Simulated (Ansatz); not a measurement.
# BNH2 (SMILES B[N]): U-wB97M-V/STO-3G

What is the vertical ionisation energy of BNH2 at U-wB97M-V/STO-3G? 

Program for the calculation: Ansatz 0.2.0.

50 further runs of the same task are left out: 50 set aside as unsound or not needed.

### Step 1. The structure to begin with

BNH2 has 4 atoms, charge 0, and is taken as a triplet. As SMILES, `B[N]`. The shape is that of a GFN2-xTB optimisation.

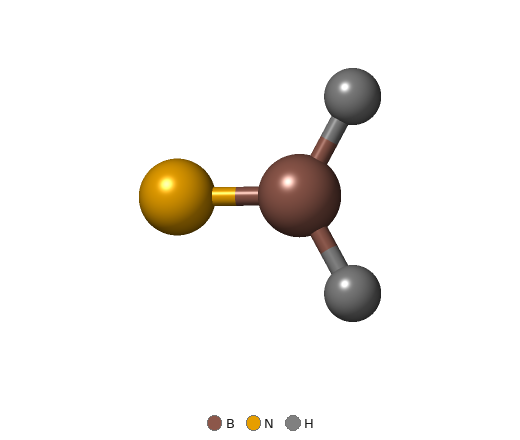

The structure, seen from a chosen angle (boron brown, nitrogen amber, hydrogen grey).

### Step 2. The energy at U-wB97M-V/STO-3G

run.yaml reads:

```yaml
crystal:
  periodic: [false, false, false]
  atoms:
    - {symbol: B, position_ang: [-0.035750, 0.006580, -0.023930]}
    - {symbol: N, position_ang: [1.041780, -0.191660, 0.697680]}
    - {symbol: H, position_ang: [-1.056920, -0.473990, 0.334600]}
    - {symbol: H, position_ang: [0.050890, 0.659060, -1.008340]}
basis:
  gaussian: {orbitals: STO-3G}
magnetization: {spin_polarized: true, initial_magnetization: 2}
hamiltonian: {xc: {name: wB97M-V}}
accuracy: high
```

Command:

```console
ansatz run run.yaml --threads 1 --pin off --max-ram 2610MiB --events-out events.jsonl --progress --plain --runs-dir runs
```

What it wrote:

```text
Warning: RAYON_NUM_THREADS=1 ignored (pool sized by the plan → 1); use --threads N
Functional definition: wB97M-V
  name "wB97M-V"
  parameter omega = 0.3/bohr
  parameter cx = 0.15
  parameter cx01 = 1.007
  parameter cx10 = 0.259
  parameter css00 = 0.443
  parameter css04 = -1.437
  parameter css10 = -4.535
  parameter css20 = -3.390
  parameter css43 = 4.278
  parameter cos00 = 1.000
  parameter cos10 = 1.358
  parameter cos20 = 2.924
  parameter cos21 = -8.812
  parameter cos60 = -1.390
  parameter cos61 = 9.142
  parameter b = 6.0
  parameter c = 0.01
  gx(w, u) = 1 - cx + cx01*u + cx10*w
  gss(w, u) = css00 + css04*u^4 + css10*w + css20*w^2 + css43*w^4*u^3
  gos(w, u) = cos00 + cos10*w + (cos20 + cos21*u)*w^2 + (cos60 + cos61*u)*w^6
  exchange = spin_sum(e_x_unif_sr(omega)*gx(b97_w, b97_u_x)) + cx*exact_x_sr(omega) + exact_x_lr(omega)
  correlation = spin_sum(e_c_pw_mod_same_spin*gss(b97_w, b97_u_same))
      + integral(e_c_pw_mod_opposite_spin*gos(b97_w_opposite, b97_u_opposite)) + vv10(b, c)
188 factors; integrals over basis functions are off by at most 8.2e-9 eV
112 factors; integrals over basis functions are off by at most 1.1e-9 eV
mean field evaluation 1: about -2165.4062 eV, gradient 9.0e0 eV
mean field evaluation 2: about -2166.0128 eV, gradient 4.1e0 eV
mean field evaluation 4: about -2166.1219 eV, gradient 1.7e-1 eV
mean field evaluation 8: about -2166.0960 eV, gradient 1.1e-2 eV
mean field evaluation 16: about -2166.0960 eV, gradient 1.5e-5 eV
mean field -2166.09598799 eV, -79.6025593261 hartree, gradient 5.5e-8 eV, S^2 2.001844; 2 other end points of the search recorded, 0 dependent functions left out
reference -2166.09598982 eV, -79.6025593935 hartree; 8, 6 occupied and 4, 6 virtual orbitals, 188 factors
Total energy: -2166.09598982 eV, -79.6025593935 hartree
```

It took 13 s on 1 thread of Arm Neoverse V1, shared host; peak memory 0.34 GiB.

### Step 3. The doublet cation at the same level

input.yaml reads:

```yaml
crystal:
  periodic: [false, false, false]
  atoms:
    - {symbol: B, position_ang: [-0.035750, 0.006580, -0.023930]}
    - {symbol: "N", position_ang: [1.041780, -0.191660, 0.697680]}
    - {symbol: H, position_ang: [-1.056920, -0.473990, 0.334600]}
    - {symbol: H, position_ang: [0.050890, 0.659060, -1.008340]}
basis:
  gaussian: {orbitals: STO-3G}
magnetization: {spin_polarized: true, initial_magnetization: 1}
accuracy: high
hamiltonian: {xc: {name: wB97M-V}}
total_charge: 1
```

Command:

```console
ansatz run input.yaml --threads 1 --pin off --max-ram 2610MiB --events-out events.jsonl --progress --plain --runs-dir runs
```

What it wrote, cut to the lines that bear on the results:

```text
Warning: RAYON_NUM_THREADS=1 ignored (pool sized by the plan → 1); use --threads N
[... 2 set-up lines as earlier in the session ...]
[...]
  gx(w, u) = 1 - cx + cx01*u + cx10*w
  gss(w, u) = css00 + css04*u^4 + css10*w + css20*w^2 + css43*w^4*u^3
  gos(w, u) = cos00 + cos10*w + (cos20 + cos21*u)*w^2 + (cos60 + cos61*u)*w^6
[...]
      + integral(e_c_pw_mod_opposite_spin*gos(b97_w_opposite, b97_u_opposite)) + vv10(b, c)
188 factors; integrals over basis functions are off by at most 8.2e-9 eV
112 factors; integrals over basis functions are off by at most 1.1e-9 eV
[...]
mean field -2156.40486280 eV, -79.2464170440 hartree, gradient 3.4e-8 eV, S^2 0.772978; 3 other end points of the search recorded, 0 dependent functions left out
reference -2156.40486461 eV, -79.2464171106 hartree; 7, 6 occupied and 5, 6 virtual orbitals, 188 factors
Total energy: -2156.40486461 eV, -79.2464171106 hartree
```

Wall time 13 s (1 thread of Arm Neoverse V1, shared host); peak memory 0.34 GiB.

### Step 4. Outcome

At U-wB97M-V/STO-3G:

| quantity | value |
| --- | --- |
| triplet BNH2: total energy | -79.60256 Eh |
| triplet BNH2: ⟨S²⟩ | 2.002 |
| doublet cation: total energy | -79.24642 Eh |
| doublet cation: ⟨S²⟩ | 0.773 |
| vertical ionisation energy (to the doublet cation) | 9.691 eV |

**Reading.** Removing an electron at fixed nuclei costs 9.69 eV (935 kJ/mol). In a minimal basis such a difference can be off by several eV, whatever the method.
